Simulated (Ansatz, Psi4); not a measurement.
# N2H4 (SMILES NN): the energy, rung by rung

N2H4 has 6 atoms, charge 0, and is taken as a singlet. SMILES: `NN`. The coordinates come from a PBE0-D4/def2-TZVP relaxation. This is one conformer, not always the lowest.

```xyz
6

N    -0.1351   -0.7017    0.1959
N     0.4473    0.5838    0.0899
H    -1.0762   -0.7376   -0.1805
H     0.4387   -1.3522   -0.3227
H     0.1039    1.1047   -0.7097
H     0.2215    1.1029    0.9271
```

Each level gives the energy change with the N2–H5 bond stretched from 1.014 to 1.521 Å (eV). The values are calculated.

```tsv
level	kind	program	value (eV)
HF/STO-3G (restricted)	Hartree–Fock	Ansatz	3.03
HF/def2-SVP (density fitting) (restricted)	Hartree–Fock	Psi4	2.54
SVWN5/STO-3G (restricted)	LDA	Ansatz	1.92
BLYP/STO-3G (restricted)	GGA	Ansatz	1.66
PBE/STO-3G (restricted)	GGA	Ansatz	1.77
revPBE/STO-3G (restricted)	GGA	Ansatz	1.72
r2SCAN/STO-3G (restricted)	meta-GGA	Ansatz	1.99
B3LYP/STO-3G (restricted)	global hybrid	Ansatz	2.03
BHLYP/STO-3G (restricted)	global hybrid	Ansatz	2.49
PBE0/STO-3G (restricted)	global hybrid	Ansatz	2.20
```

The first shape isn't each level's own minimum. The values span 1.66 to 3.03 eV.

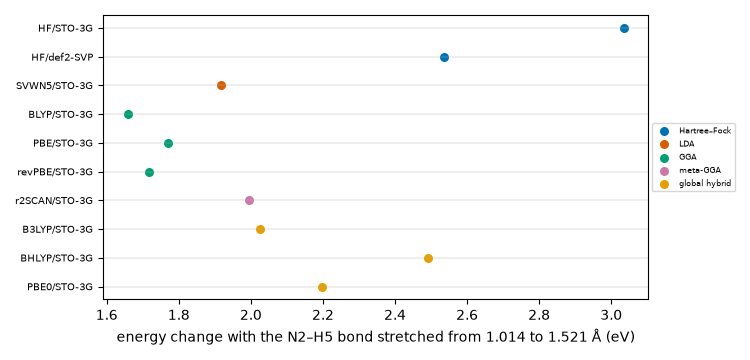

The values of the table, level by level.
